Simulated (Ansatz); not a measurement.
Input file:

```
crystal:
  periodic: [false, false, false]
  atoms:
    - { symbol: Si, position_ang: [0.0, 0.0, 0.0] }
    - { symbol: O, position_ang: [0.0, 0.0, 1.68] }
    - { symbol: H, position_ang: [-0.9095, -0.2814, 2.0171] }
    - { symbol: H, position_ang: [1.3768, 0.0, -0.4862] }
    - { symbol: O, position_ang: [-0.7913, 1.3709, -0.5594] }
    - { symbol: Si, position_ang: [-2.4002, 1.4263, -1.0396] }
    - { symbol: H, position_ang: [-3.2124, 0.6421, -0.1138] }
    - { symbol: H, position_ang: [-2.862, 2.8114, -1.0378] }
    - { symbol: H, position_ang: [-2.5267, 0.8736, -2.385] }
    - { symbol: H, position_ang: [-0.6877, -1.1914, -0.4862] }
basis:
  gaussian: { orbitals: cc-pVDZ }
hamiltonian:
  xc: b3lyp
relax:
  f_tol: 0.02
  max_steps: 40
output:
  orbitals: {}
```

Launched as:

```sh
ansatz run input.yaml --threads 1 --pin off --max-ram 2048MiB --backend cpu --events-out ev --progress --plain --runs-dir out
```

The fields are those of the run's last geometry, not of the input's.

Theory: RKS B3LYP/cc-pVDZ in Ansatz.

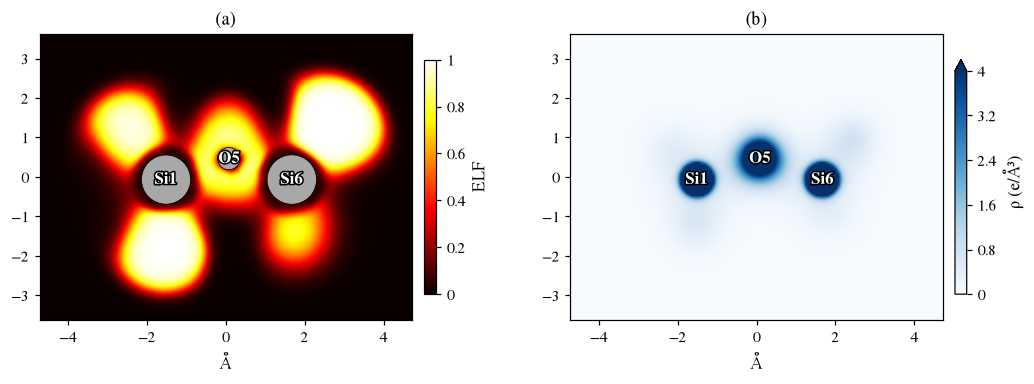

H6O2Si2. (a) electron localisation function; (b) total electron density on the plane of atoms Si1, O5 and Si6. Grey discs cover the atomic cores in the ELF map.

Q: Read the bonding off the picture.

A: The section cuts through Si and O sites. Si–O (1.68 Å): the density is about 0.96 e/Å³ at the midpoint; the ELF peaks at about 0.85 between the atoms: a shared but strongly polarised pair. The ELF also peaks beside O5, away from the bonds: lone-pair regions.
